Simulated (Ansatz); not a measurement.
## Electronic structure of C₃H₅Cl₂Ga (SMILES C=C[CH2][Ga]([Cl])[Cl]) in real space

The calculation's input:

```
crystal:
  periodic: [false, false, false]
  atoms:
    - symbol: C
      position_ang: [-1.074082, -0.836143, -1.319883]
    - symbol: C
      position_ang: [0.025263, -0.850279, -0.558546]
    - symbol: C
      position_ang: [0.093504, -0.425737, 0.871294]
    - symbol: Cl
      position_ang: [2.833754, 1.830665, 0.307591]
    - symbol: Cl
      position_ang: [-0.385241, 3.123984, 1.325999]
    - symbol: Ga
      position_ang: [0.811540, 1.400107, 0.882497]
    - symbol: H
      position_ang: [-1.039121, -1.140406, -2.368497]
    - symbol: H
      position_ang: [-2.046170, -0.528672, -0.920276]
    - symbol: H
      position_ang: [0.974106, -1.164001, -1.011776]
    - symbol: H
      position_ang: [0.768352, -1.063688, 1.462072]
    - symbol: H
      position_ang: [-0.896404, -0.402830, 1.350126]
basis:
  gaussian:
    orbitals: def2-SVPD
hamiltonian:
  xc: pbe0
output: {forces: true, orbitals: {seedname: orbitals}}
```

Launched as:

```sh
ansatz run input.yaml --threads 2 --pin off --max-ram 6090MiB --events-out events.jsonl --progress --plain --runs-dir runs
```

Geometry: PBE0-D4/def2-SVP.

Computed with Ansatz 0.2.0, isolated molecule in a Gaussian basis; Kohn-Sham density functional theory, functional PBE0.

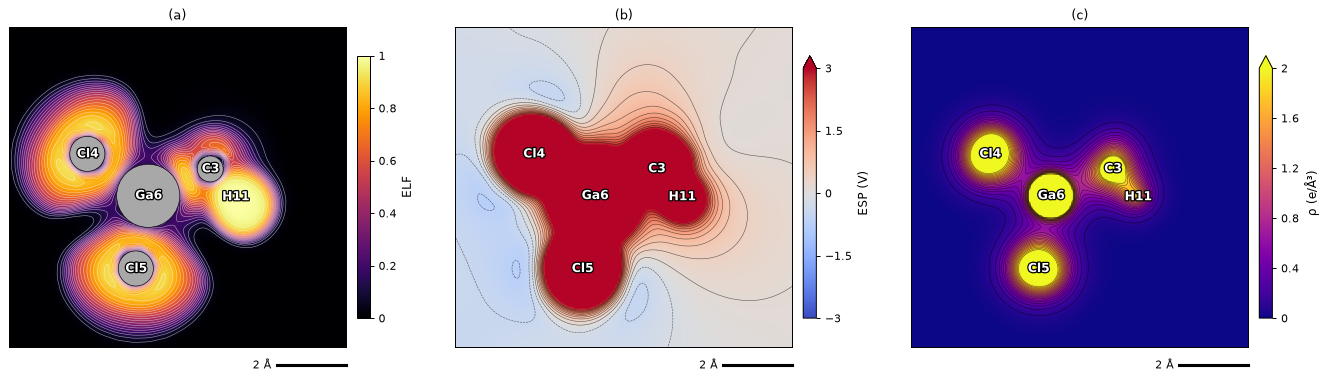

Figure 1. (a) electron localisation function; (b) molecular electrostatic potential; (c) total electron density on the plane of atoms C3, Ga6 and Cl4. Grey discs cover the atomic cores in the ELF map.

**Read the bonding off the picture.**

The section cuts through C, Cl, Ga and H sites.
C–Ga (1.96 Å): the density is about 0.8 e/Å³ at the midpoint; the ELF peaks at about 0.90 in the valence shell of C, 0.7 Å from its nucleus, and is about 0.60 at the midpoint.
Ga–Cl (2.14 Å): ρ at the midpoint is about 0.69 e/Å³; the ELF peaks at about 0.85 in the valence shell of Cl, 0.8 Å from its nucleus, and is about 0.55 at the midpoint.
C–H (1.10 Å): ρ is about 1.9 e/Å³ halfway; the ELF climbs to about 1 towards the hydrogen, as it does in any bond to H; an ordinary covalent bond to hydrogen.
The ELF also peaks beside Cl5 and Cl4, away from the bonds: lone-pair regions.
Outside the dense part of the molecule the potential is most negative (−0.7 V) near Cl4.

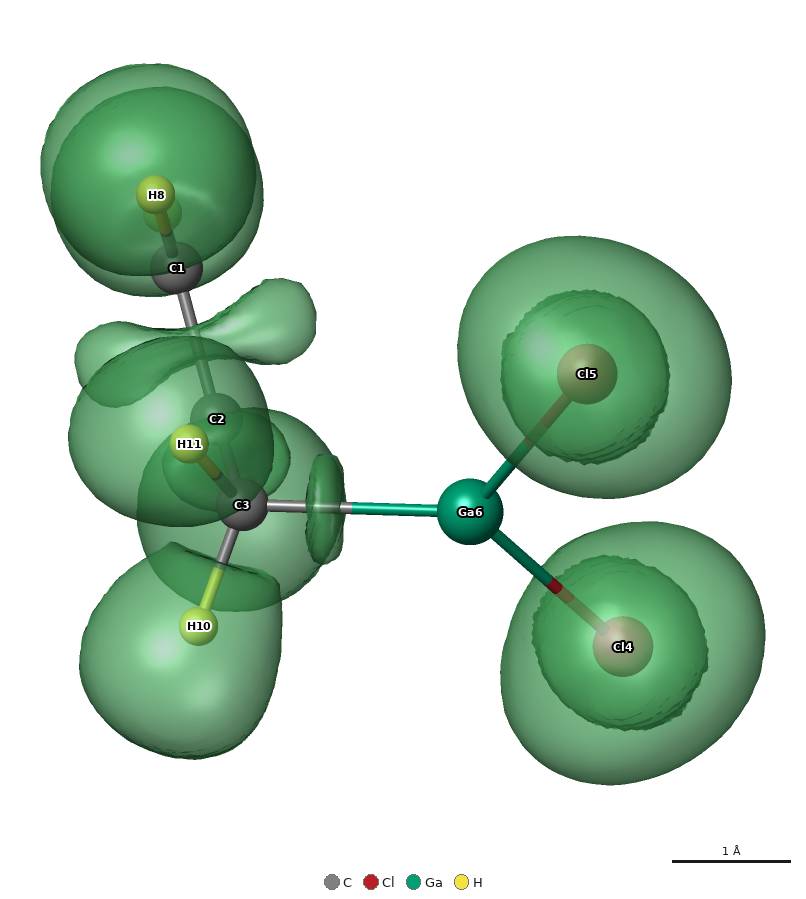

Figure 2. Isosurface of the electron localisation function at 0.8 (green), seen at an oblique angle. Core shells and regions of very low density are left out.

**Where are the electrons localised?**

The surface consists of two regions between bonded C–C atoms (shared pairs), five regions around hydrogen nuclei, one lobe of the valence shell of C pointing towards Ga (polar bonds) and two regions wrapped around Cl (the valence shell of each). Profiles from the grid: C–C (1.34 Å): the ELF peaks at about 0.95 between the atoms: a multiple bond.

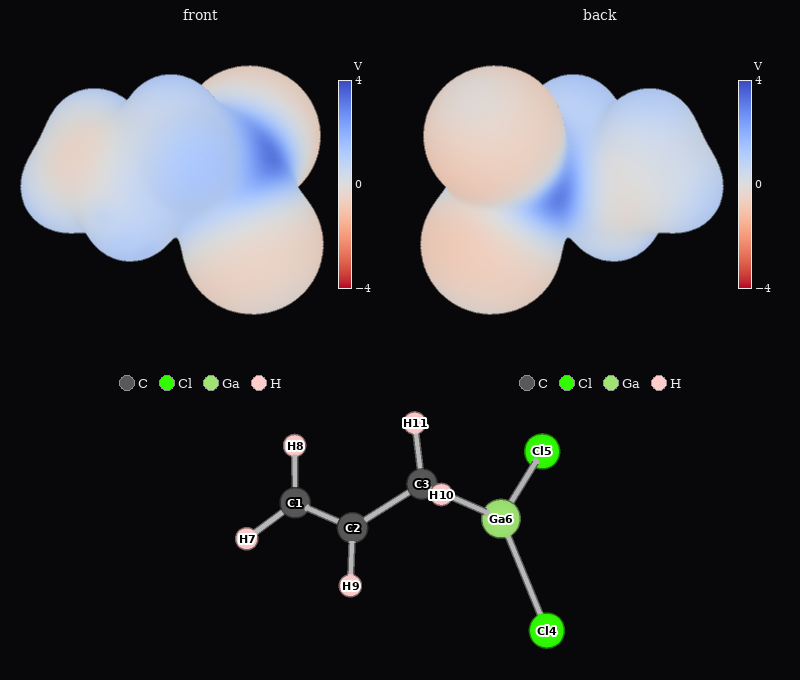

Figure 3. The electrostatic potential painted on the density surface at 0.002 e/bohr³, seen from the front and from behind; the colour scale runs from red (negative) to blue (positive). The bare structure is drawn below in the same view.

**Which sites attract a positive test charge, and which a negative one?**

A positive charge is drawn to the negative regions and a negative charge to the positive ones. The most negative region (about −0.7 V) lies over Cl4 and Cl5, the most positive (about +3.0 V) over Ga6.

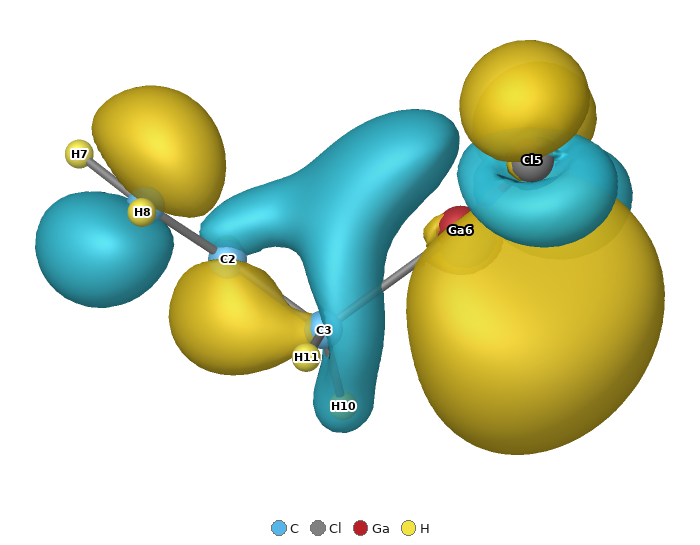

Figure 4. The LUMO at ±0.08 Å⁻³ᐟ² (yellow and cyan are the two phases), seen from one side.

**Describe this orbital and give its energy.**

It lies mainly on Ga6 (about 50 %), Cl5 (about 10 %), Cl4 (about 10 %), C1 (about 10 %) and C3 (about 5 %). Its energy is −1.54 eV.
